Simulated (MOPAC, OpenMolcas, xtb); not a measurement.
# BGeH5 (SMILES [BH2][GeH3]): methods side by side

The species is BGeH5 (7 atoms), meant as a singlet with charge 0. As SMILES, `[BH2][GeH3]`. The coordinates come from a PBE0-D4/def2-TZVP relaxation.

```xyz
7

B     0.0075   -1.2198    0.2681
Ge    0.0489    0.7861   -0.1834
H    -1.0444   -1.7846    0.3128
H     0.9977   -1.8493    0.4886
H    -0.6011    1.0197   -1.5622
H    -0.7998    1.5662    0.8407
H     1.4525    1.4137   -0.2103
```

Each level gives the HOMO–LUMO gap (eV). The values are calculated.

| level | kind | program | value (eV) | CPU time |
| --- | --- | --- | --- | --- |
| AM1 | semi-empirical | MOPAC | 10.80 | under 2 s |
| GFN1-xTB | semi-empirical | xtb | 2.46 | under 2 s |
| HF/aug-cc-pVDZ | Hartree–Fock | OpenMolcas | 11.91 | 24 s |
| SVWN5/aug-cc-pVDZ | LDA | OpenMolcas | 3.57 | 48 s |
| BLYP/aug-cc-pVDZ | GGA | OpenMolcas | 3.78 | 63 s |
| M06-L/aug-cc-pVDZ | meta-GGA | OpenMolcas | 4.68 | 81 s |
| B3LYP/aug-cc-pVDZ | global hybrid | OpenMolcas | 5.52 | 59 s |
| PBE0/aug-cc-pVDZ | global hybrid | OpenMolcas | 5.94 | 62 s |
| B2PLYP/aug-cc-pVDZ | double hybrid | OpenMolcas | 8.30 | 38 s |

All-electron rows without a relativistic Hamiltonian named are non-relativistic. The values span 2.46 to 11.91 eV. Orbital gaps aren't excitation energies, and those of double hybrids come from the SCF part alone; they tend to grow with the share of exact exchange. CPU times are rough (shared hosts, several kinds of processor): they show what a rung costs within a factor of a few.

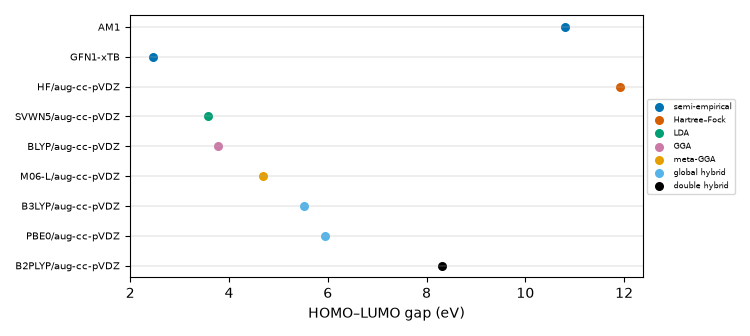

The values of the table, level by level.
